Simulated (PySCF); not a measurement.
## Run report: MoF4, geometry relaxation

- system: MoF4, multiplicity 3
- method: PBE0-D3(BJ)/def2-SVP geometry optimisation, gas phase (PySCF 2.14.0)

It belongs to a series of runs on one base structure; here: ligand (all four): Cl to F.

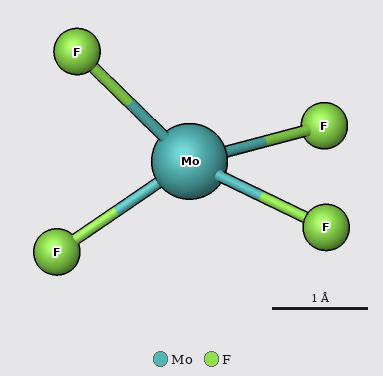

Fig. 1: The input geometry (ball-and-stick view, seen at a tilt). Sticks mark near contacts.

### Input
```
{"job": {"xc": "PBE0", "basis": "def2-SVP", "d3": "d3bj", "grid": 1, "maxiter": 30, "shake": 0.03, "kind": "geom"}, "charge": 0, "multiplicity": 3}
Mo     0.061010    -0.077530     0.012570
F      0.463950    -0.025490     1.763440
F      1.764990     0.002790    -0.187350
F     -1.057480     1.185220    -0.805550
F     -1.157630    -1.195470    -0.845240
```

The first line tells a small driver script what to run in PySCF; the rest is the geometry in Å.

Machine: 1 CPU thread, shared host.

Command:
```bash
OMP_NUM_THREADS=1 python <driver script> task.json out
```

### What the program printed
```
step   0  E = -466.97970770  max force = 0.094514
step   1  E = -467.00224271  max force = 0.016277
step   2  E = -467.01132626  max force = 0.007766
step   3  E = -467.01494933  max force = 0.004303
step   4  E = -467.01571665  max force = 0.001981
step   5  E = -467.01584155  max force = 0.001619
step   6  E = -467.01596988  max force = 0.002714
step   7  E = -467.01607715  max force = 0.002661
step   8  E = -467.01613612  max force = 0.001573
step   9  E = -467.01616188  max force = 0.000414
step  10  E = -467.01617095  max force = 0.000231
optimisation converged
```

### Trajectory as extended XYZ (Å, eV, eV/Å), 11 frames, from step=0 to step=10
```
5
Properties=species:S:1:pos:R:3:forces:R:3 step=0 energy=-12707.16509
Mo    0.0610   -0.0775    0.0126   -4.8601   0.3529  -0.5893
F     0.4639   -0.0255    1.7634   -1.0045  -0.0685   1.9131
F     1.7650    0.0028   -0.1873    4.7631   0.0816  -2.0731
F    -1.0575    1.1852   -0.8055    0.6509   0.2047   0.4714
F    -1.1576   -1.1955   -0.8452    0.4506  -0.5707   0.2780
5
Properties=species:S:1:pos:R:3:forces:R:3 step=1 energy=-12707.77830
Mo    0.0571   -0.0677    0.0204   -0.7274   0.2843  -0.0041
F     0.3453   -0.0292    1.8319   -0.7114  -0.0702   0.1234
F     1.8385   -0.0035   -0.3196    0.4475  -0.0711  -0.8370
F    -1.0335    1.2161   -0.7754    0.5079   0.1386   0.3791
F    -1.1326   -1.2262   -0.8194    0.4834  -0.2816   0.3385
5
Properties=species:S:1:pos:R:3:forces:R:3 step=2 energy=-12708.02548
Mo    0.0564   -0.0497    0.0234    0.3018   0.0463   0.0476
F     0.2117   -0.0396    1.8473   -0.3201  -0.0248   0.2884
F     1.8270   -0.0233   -0.4609    0.0252  -0.0404  -0.3317
F    -0.9627    1.2927   -0.7138   -0.0314   0.3994  -0.0136
F    -1.0576   -1.2905   -0.7582    0.0245  -0.3804   0.0093
5
Properties=species:S:1:pos:R:3:forces:R:3 step=3 energy=-12708.12406
Mo    0.0649   -0.0340    0.0266   -0.1177   0.1171  -0.1634
F     0.0813   -0.0436    1.8698   -0.1005  -0.0029  -0.1049
F     1.8112   -0.0367   -0.5721   -0.1850  -0.0140  -0.0289
F    -0.9076    1.3838   -0.6771    0.2213  -0.1464   0.1657
F    -0.9750   -1.3800   -0.7094    0.1820   0.0463   0.1315
5
Properties=species:S:1:pos:R:3:forces:R:3 step=4 energy=-12708.14494
Mo    0.0637   -0.0245    0.0240    0.0674  -0.0152  -0.0364
F     0.0023   -0.0422    1.8667    0.0200   0.0024  -0.0184
F     1.7897   -0.0442   -0.6333   -0.0956  -0.0006   0.0489
F    -0.8622    1.4235   -0.6470    0.0039   0.1019  -0.0007
F    -0.9187   -1.4231   -0.6726    0.0042  -0.0885   0.0066
5
Properties=species:S:1:pos:R:3:forces:R:3 step=5 energy=-12708.14834
Mo    0.0589   -0.0223    0.0202   -0.0616  -0.0160  -0.0832
F    -0.0140   -0.0407    1.8628    0.0410   0.0029  -0.0073
F     1.7785   -0.0486   -0.6502   -0.0403   0.0017   0.0517
F    -0.8458    1.4480   -0.6367    0.0328   0.0303   0.0158
F    -0.9028   -1.4468   -0.6582    0.0280  -0.0189   0.0230
5
Properties=species:S:1:pos:R:3:forces:R:3 step=6 energy=-12708.15183
Mo    0.0460   -0.0211    0.0110   -0.1396  -0.0090  -0.0591
F    -0.0225   -0.0372    1.8547    0.0475   0.0025  -0.0090
F     1.7627   -0.0558   -0.6612    0.0335   0.0025   0.0339
F    -0.8231    1.4799   -0.6260    0.0364  -0.0109   0.0156
F    -0.8883   -1.4763   -0.6407    0.0222   0.0149   0.0185
5
Properties=species:S:1:pos:R:3:forces:R:3 step=7 energy=-12708.15475
Mo    0.0274   -0.0214   -0.0010   -0.1368  -0.0105  -0.0302
F    -0.0173   -0.0328    1.8436    0.0342   0.0019   0.0014
F     1.7491   -0.0645   -0.6577    0.0699   0.0025   0.0131
F    -0.8003    1.5098   -0.6196    0.0209  -0.0279   0.0061
F    -0.8841   -1.5016   -0.6274    0.0118   0.0341   0.0097
5
Properties=species:S:1:pos:R:3:forces:R:3 step=8 energy=-12708.15636
Mo    0.0153   -0.0231   -0.0083   -0.0809  -0.0030  -0.0180
F    -0.0026   -0.0300    1.8365    0.0111   0.0011   0.0148
F     1.7466   -0.0689   -0.6409    0.0582   0.0016   0.0012
F    -0.7926    1.5196   -0.6226    0.0100  -0.0203   0.0002
F    -0.8918   -1.5080   -0.6268    0.0016   0.0206   0.0018
5
Properties=species:S:1:pos:R:3:forces:R:3 step=9 energy=-12708.15706
Mo    0.0099   -0.0248   -0.0116   -0.0187  -0.0031  -0.0086
F     0.0067   -0.0285    1.8335   -0.0066   0.0002   0.0111
F     1.7508   -0.0709   -0.6217    0.0213   0.0000   0.0007
F    -0.7911    1.5191   -0.6298    0.0051  -0.0013  -0.0028
F    -0.9013   -1.5053   -0.6324   -0.0011   0.0041  -0.0004
5
Properties=species:S:1:pos:R:3:forces:R:3 step=10 energy=-12708.15731
Mo    0.0081   -0.0255   -0.0131    0.0119  -0.0024  -0.0003
F     0.0036   -0.0278    1.8323   -0.0102   0.0001   0.0019
F     1.7540   -0.0732   -0.6111   -0.0011  -0.0007   0.0054
F    -0.7867    1.5201   -0.6343    0.0022   0.0045  -0.0045
F    -0.9042   -1.5042   -0.6358   -0.0028  -0.0014  -0.0025
```

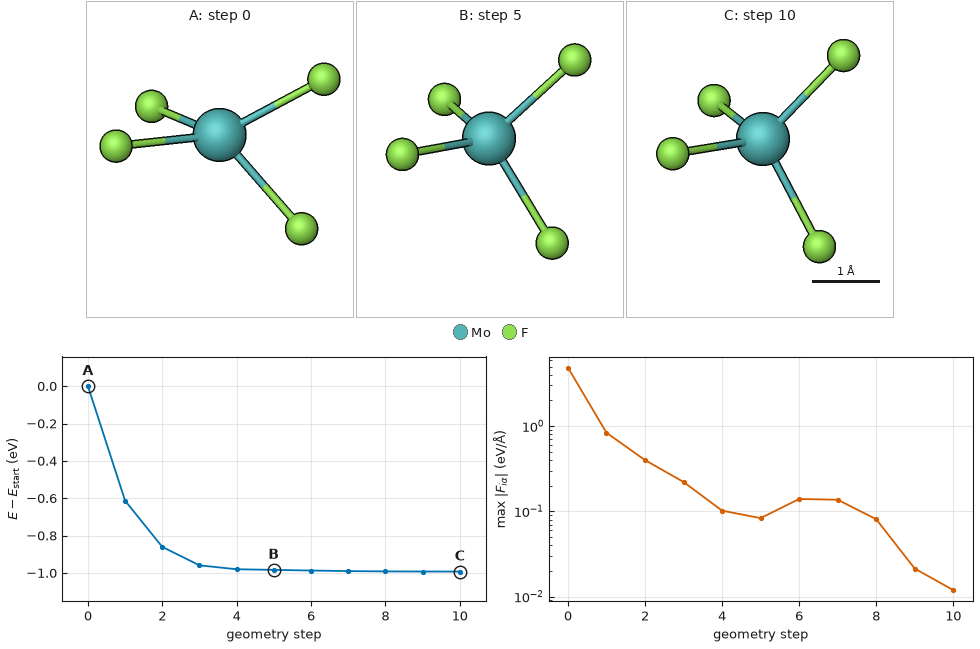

Fig. 2: Frames of the relaxation (ball-and-stick view, seen at a tilt) above the curves, on which the letters mark them (steps are counted from 0).

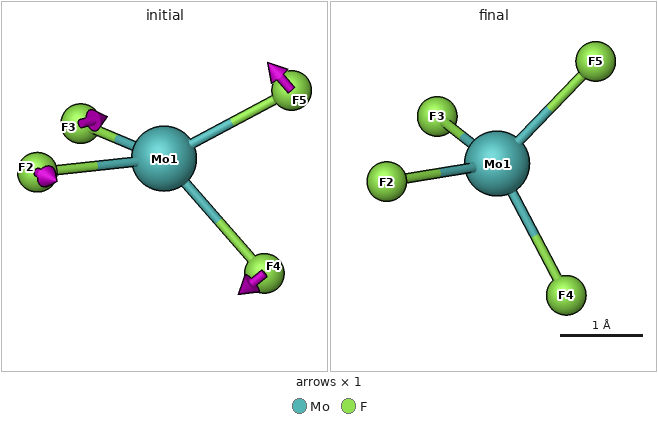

Fig. 3: Before (left) and after (right) the relaxation, at one scale (ball-and-stick view, seen at a tilt). The pink arrows give the displacements, at true length. The energy falls by 0.992 eV in 10 geometry steps. The largest force component goes from 4.9 to 0.012 eV/Å. F5 moves most after the best rigid fit: 0.47 Å. Largest moves by element: F 0.47 Å, Mo 0.08 Å. Among the contacts that change: Mo1–F3 1.718 → 1.846 Å, Mo1–F2 1.797 → 1.845 Å, Mo1–F4 1.875 → 1.846 Å, Mo1–F5 1.863 → 1.846 Å. Among the angles that change: F4–Mo1–F5 79.2° → 110.2°, F2–Mo1–F3 83.7° → 109.0°, F3–Mo1–F5 128.6° → 109.7°. (Atoms are counted from 1 in the order of the input.)

### Summary

```tsv
quantity	value
outcome	converged
total energy	−467.016171 hartree
⟨S²⟩	2.005
dipole moment	0.08 D
point group	Td
wall time	2.3 min
peak memory	0.37 GiB
```
